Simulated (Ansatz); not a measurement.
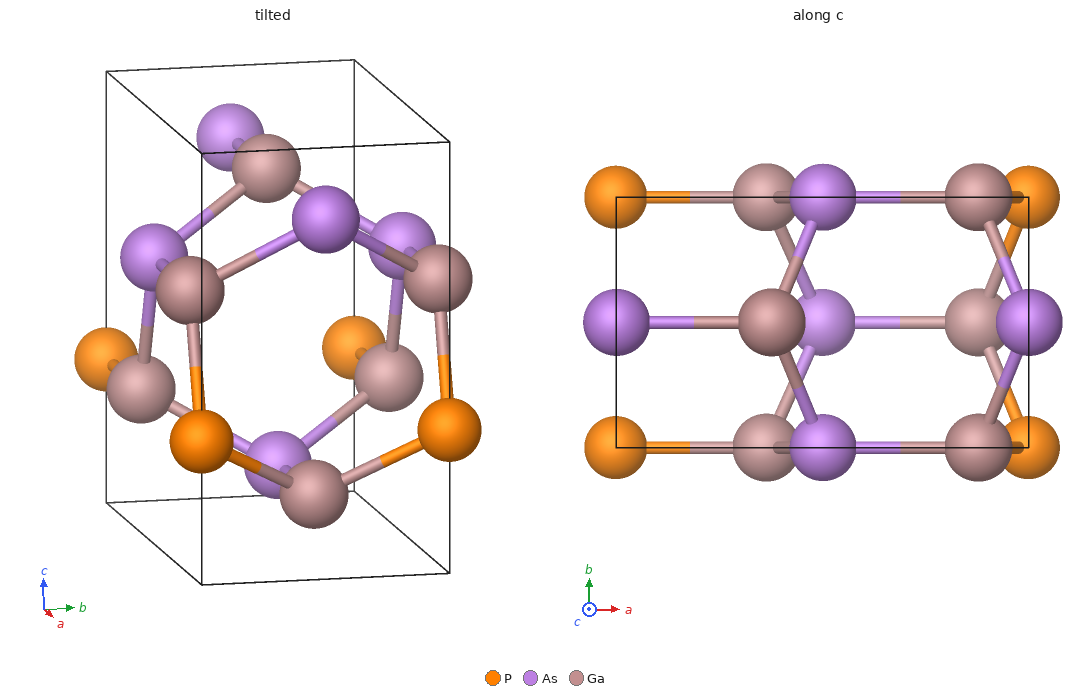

Shown here is a ball-and-stick view of the crystal, taken slightly off an axis and along the c axis. The outline marks the conventional unit cell.

Ga4As3P, space group Pm (No. 6), a = 6.522 Å, b = 3.957 Å, c = 6.848 Å, α = 90.00°, β = 90.00°, γ = 90.00°. Origin of the cell: a structure type filled with these elements by a generator (whether the compound takes this form wasn't checked). Earlier steps of the study may have refined or changed the cell and positions. An electronic-structure calculation with Ansatz was run on it.

This one geometry was computed with Ansatz (DFT, plane waves, PAW) at five levels of theory: PBE0, HSE06, PBE with spin-orbit coupling, r2SCAN and PBE. It was relaxed beforehand with r2SCAN.

### Which level gives the highest pressure at this volume, and what does that say about its equilibrium volume?

Highest: PBE with spin-orbit coupling (2.7 GPa) and PBE (2.7 GPa), which points to the largest equilibrium volume. Lowest, with the smallest volume: PBE0 (0.3 GPa) and r2SCAN (0.0 GPa). Levels within 0.5 GPa of each other can't be told apart.

### How does the band gap change with the level of theory?

PBE with spin-orbit coupling: a gap of 0.65 eV, direct; PBE: a gap of 0.73 eV, direct; r2SCAN: a gap of 1.17 eV, direct; HSE06: a gap of 1.56 eV, direct; PBE0: a gap of 2.22 eV, direct.

### Collect the results in a table.

| level | cutoff (eV) | k-mesh of the run's cell | gap (eV) | pressure (GPa) |
| --- | --- | --- | --- | --- |
| PBE0 | 420 | 2×4×2 | 2.22 | 0.3 |
| HSE06 | 420 | 2×4×2 | 1.56 | 0.5 |
| PBE with spin-orbit coupling | 420 | 4×6×4 | 0.65 | 2.7 |
| r2SCAN | 500 | 4×6×4 | 1.17 | 0.0 |
| PBE | 420 | 4×6×4 | 0.73 | 2.7 |

Gaps are taken on the k-mesh or band path of each run.
